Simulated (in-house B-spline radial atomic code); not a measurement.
# Ce⁴⁵⁺: excited configurations

How much energy does it take to promote electrons of Ce⁴⁵⁺ to other shells? Each configuration is solved by itself and compared with the reference.

Program: in-house B-spline radial atomic code version 1. Level of theory: Dirac-Hartree-Fock, average of configuration, Fermi nucleus, basis-set limit. These are calculated values, not measurements, unless marked.

### Step 1. The system

| Item | Value |
| --- | --- |
| element | cerium (Z = 58) |
| charge | +45 |
| electrons | 13 |
| configuration | [Ne] 3s2 3p1 |
| Hamiltonian | Dirac-Coulomb |
| nucleus | Fermi, rms radius 4.877 fm |

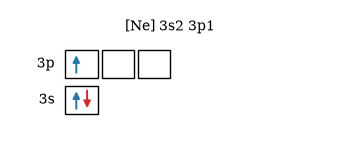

Outer shells as boxes.

The boxes draw the filling by Hund's rule, which heavy ions in jj coupling don't follow; these runs average over all states of the configuration.

The run's settings:

```ini
Z = 58
electrons = 13.0
configuration = [Ne] 3s2 3p1
hamiltonian = dirac
method = hf
spin_polarised = False
nucleus = fermi
rms_radius = 4.8771
mass_number = 140
atomic_mass = 139.905448433
speed_of_light = 137.035999084
```

This reference run was done before. Its total energy is -6916.640120 hartree, and its levels are (the highest eight at most):

```
orbital  occupation  energy (eV)  <r> (bohr)
  1s1/2           2     -43706.5     0.02455
  2s1/2           2     -9472.85      0.1028
  2p1/2           2     -9119.30     0.08647
  2p3/2           4     -8656.31     0.09233
  3s1/2           2     -3781.09      0.2496
  3p1/2    0.333333     -3676.67      0.2362
  3p3/2    0.666667     -3558.93      0.2447
```

### Step 2. Run with [He] 2s2 2p5 3s2 3p1 6g1

The run's settings:

```ini
Z = 58
electrons = 13.0
configuration = [He] 2s2 2p5 3s2 3p1 6g1
hamiltonian = dirac
method = hf
spin_polarised = False
nucleus = fermi
rms_radius = 4.8771
mass_number = 140
atomic_mass = 139.905448433
speed_of_light = 137.035999084
```

### Step 3. Configuration [He] 2s2 2p5 3s2 3p1 5p1

The settings differ from step 2 so:

```diff
@@ -2,3 +2,3 @@
 electrons = 13.0
-configuration = [He] 2s2 2p5 3s2 3p1 6g1
+configuration = [He] 2s2 2p5 3s2 3p1 5p1
 hamiltonian = dirac
```

### Step 4. Run with [Ne] 3s1 3p1 6s1

The settings differ from step 3 so:

```diff
@@ -2,3 +2,3 @@
 electrons = 13.0
-configuration = [He] 2s2 2p5 3s2 3p1 5p1
+configuration = [Ne] 3s1 3p1 6s1
 hamiltonian = dirac
```

### Step 5. Configuration [Ne] 3s1 3p1 7s1

The settings differ from step 4 so:

```diff
@@ -2,3 +2,3 @@
 electrons = 13.0
-configuration = [Ne] 3s1 3p1 6s1
+configuration = [Ne] 3s1 3p1 7s1
 hamiltonian = dirac
```

### Step 6. [He] 2s2 2p5 3s2 3p1 7s1

The settings differ from step 5 so:

```diff
@@ -2,3 +2,3 @@
 electrons = 13.0
-configuration = [Ne] 3s1 3p1 7s1
+configuration = [He] 2s2 2p5 3s2 3p1 7s1
 hamiltonian = dirac
```

How far above the reference does each configuration lie (order and size, in eV)?

The runs gave:

| net move | configuration | energy above the reference (eV) | with Breit, QED, recoil (eV) | largest <r> (bohr) |
| --- | --- | --- | --- | --- |
| 3s → 6s | [Ne] 3s1 3p1 6s1 | 2913.83 | 2909.80 | 1.08 |
| 3s → 7s | [Ne] 3s1 3p1 7s1 | 3151.22 | 3147.01 | 1.49 |
| 2p → 5p | [He] 2s2 2p5 3s2 3p1 5p1 | 7571.03 | 7558.23 | 0.743 |
| 2p → 6g | [He] 2s2 2p5 3s2 3p1 6g1 | 8002.55 | 7989.15 | 0.951 |
| 2p → 7s | [He] 2s2 2p5 3s2 3p1 7s1 | 8174.09 | 8160.97 | 1.49 |

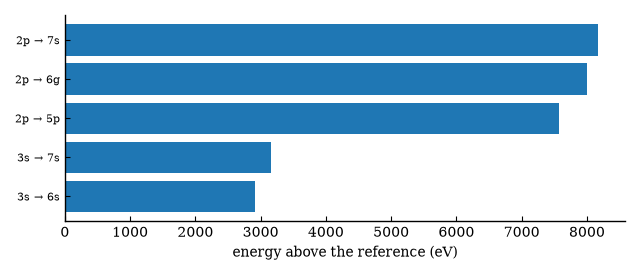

The configurations in order of energy, labelled by the net move of electrons.

Quantum defects of the promoted electron, δ = n − ζ/√(−2ε) with ζ = 46 and ε its orbital energy in hartree:

| promotion | δ |
| --- | --- |
| 3s → 6s | 0.279 |
| 3s → 7s | 0.266 |
| 2p → 5p | 0.271 |
| 2p → 6g | 0.011 |
| 2p → 7s | 0.246 |

What this shows: The lowest of them is 3s → 6s at 2913.83 eV and the highest 2p → 7s at 8174.09 eV. Koopmans' estimate of the ionisation threshold is 3558.93 eV; 3 configurations exceed it by over 2 % and could autoionise. Of those tabulated, the defect is largest for 6s (0.28) and least for 6g (0.01); at this charge much of the defect is relativistic. Two partly filled shells share a symmetry and can mix in the average, which may lower the energy, for: 3s → 6s; 3s → 7s; 2p → 5p; 2p → 6g; 2p → 7s. These are averages over configurations, without correlation, not spectroscopic levels.
